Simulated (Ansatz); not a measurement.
# Does disorder add resistance in series? Hf(0001) layers displaced at 180 K

Two lengths of the disordered region are known. What area resistance does the third give?

Set-up. Ansatz 0.2.0, plane waves with PAW datasets at their recommended cutoffs (420 eV for most), Fermi-Dirac smearing; ballistic transmission by layer matching. The area resistance is RA = A (h/2e²)(1/T − 1/N), with T the zone-mean transmission per spin and N the lead's channels, both averaged over a few energies near the Fermi level; for magnets each spin is taken apart, with h/e², and the two conduct in parallel. Lateral cell 2x2, PBE, a fresh random draw for each length. Atoms are displaced independently, by 0.0493 Å r.m.s. per direction; each RA is scaled by the nominal over the drawn mean square displacement.

The runs, with one result withheld:

| length (Å) | channels N | RA (fΩ m²) |
| --- | --- | --- |
| 5.06 | 2.708 | 0.107 |
| 15.2 | 2.708 | 0.335 |
| 25.3 | 2.708 | ? |

Worked fit:

Ohm's law makes RA linear in the length: the slope is (0.335 − 0.107)/(15.2 − 5.06) = 0.0225 fΩ m² per Å, or 22 µΩ cm. Then 0.335 + 0.0225 × 10.1. Predicted: 0.562 fΩ m².

What the run gave:

0.547 fΩ m², so the prediction is 2.8 % too high. The three lengths together give 22 µΩ cm. The two increments are 0.23 and 0.21 fΩ m², roughly as Ohm's law has it, though with one draw for each length that is a weak test.

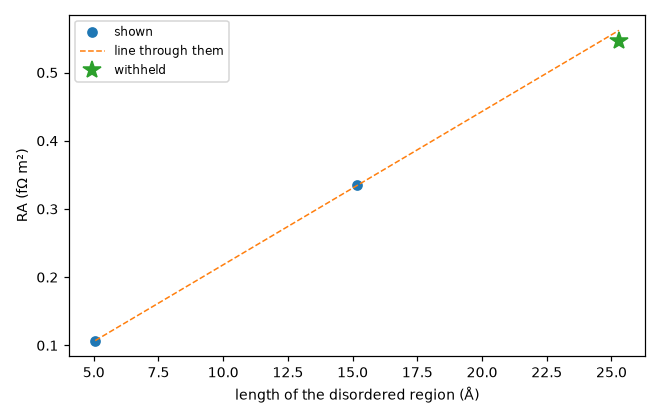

Area resistance against length.

**Limits.** The scatterers repeat sideways with the small cell. The slope is a raw one; a model of isotropic scattering puts it 1.11 times the bulk value over these lengths. Spin-orbit coupling is left out, which matters for Hf.
